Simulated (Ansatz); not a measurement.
# CH7AlSn: the cost of one run

Program: Ansatz 0.2.0, driven from Python. Level of theory: CCSD(T)/def2-SVP. These are calculated values, not measurements.

## Step 1: Starting point

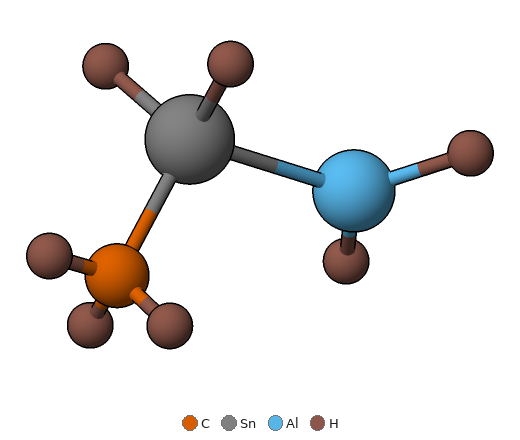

The starting structure, viewed from a chosen angle; carbon orange, tin grey, aluminium blue, hydrogen brown.

The script holds or builds the structure itself.

## Step 2: Script

tae_ch7alsn.py reads:

```python
# -*- coding: utf-8 -*-
"""Atomisation energy of CH7AlSn at the given geometry."""

from collections import Counter

import ansatz as az


def total_energy(molecule, charge=0, unpaired=0):
    calc = (
        molecule.calculation()
        .basis(gaussian="def2-SVP")
        .correlation("ccsd_t")
    )
    if charge:
        calc = calc.charge(charge)
    if unpaired:
        calc = calc.spin("collinear", total=unpaired)
    return calc.run().report["free_energy_ev"]

GEOMETRY = """
C    -1.40710    0.74020   -0.60910
Sn    0.26110   -0.49080   -0.73170
Al    1.47350   -0.45500    1.58550
H    -1.91000    0.78800   -1.59980
H    -2.13470    0.40920    0.15550
H    -1.13410    1.83530   -0.38300
H    -0.21490   -2.11910   -1.10130
H     1.38230    0.11270   -1.98640
H     0.74480   -0.91770    2.95900
H     3.02210    0.04590    1.71420
"""

mol = az.Crystal.molecule()
for line in GEOMETRY.strip().splitlines():
    symbol, *xyz = line.split()
    mol = mol.atom(symbol, [float(v) for v in xyz])

# Hund ground states
unpaired = {"C": 2, "Sn": 2, "Al": 1, "H": 1}
counts = Counter(site.symbol for site in mol.cartesian_sites)
atom_energy = {s: total_energy(az.Crystal.molecule().atom(s, (0, 0, 0)), 0, unpaired[s]) for s in counts}
whole = total_energy(mol, 0, 0)
for s, e in atom_energy.items():
    print(f"{s:2s} x{counts[s]}  {e:14.5f} eV")
print(f"CH7AlSn: {whole:.5f} eV")
split = sum(counts[s] * e for s, e in atom_energy.items()) - whole
print(f"atomisation energy (no zero-point term): {96.485332 * split:.1f} kJ/mol, {split / sum(counts.values()):.3f} eV an atom")
```

## Step 3: The input behind the calls

The engine receives this input (first run):

```yaml
crystal:
  periodic: [false, false, false]
  atoms:
    - { symbol: C, position_ang: [0.0, 0.0, 0.0] }
basis:
  gaussian:
    orbitals: def2-SVP
magnetization:
  spin_polarized: true
  initial_magnetization: 2.0
correlation:
  method: ccsd_t
```

## Step 4: Launch

The run is started by

```console
> python tae_ch7alsn.py
```

Q: Estimate wall time and peak memory on 1 thread of Arm Neoverse V1, shared host.

About 11 s, with a peak of 0.42 GiB.
